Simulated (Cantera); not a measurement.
Input: 1 mol CH2F2, 0.018 mol F2, 0.22 mol H2, equilibrated at 12.0 Pa.

Equilibrium computed with Cantera from the NASA thermochemical tables; the gas is ideal and each condensed phase is pure. Candidate condensed phases: C, C6H6, C7H8, C8H18; 95 gas species. The numbers say what is thermodynamically allowed, not how fast it happens.

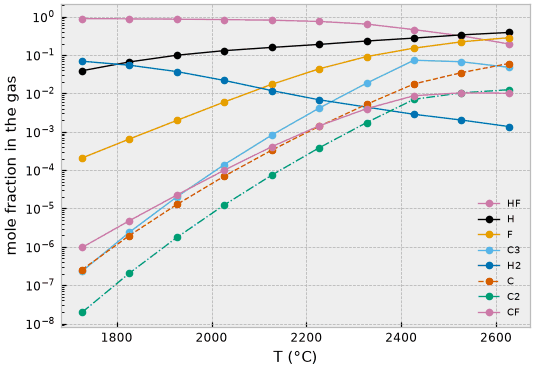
*Equilibrium gas composition (values under 1e-9 drawn at 1e-9)*

From 1727 °C to 2427 °C the condensed part is C(graphite). From 2527 °C to 2627 °C nothing is condensed. The main C-bearing gas is C2H2 (acetylene) at 1727 °C and C3 at 2627 °C.
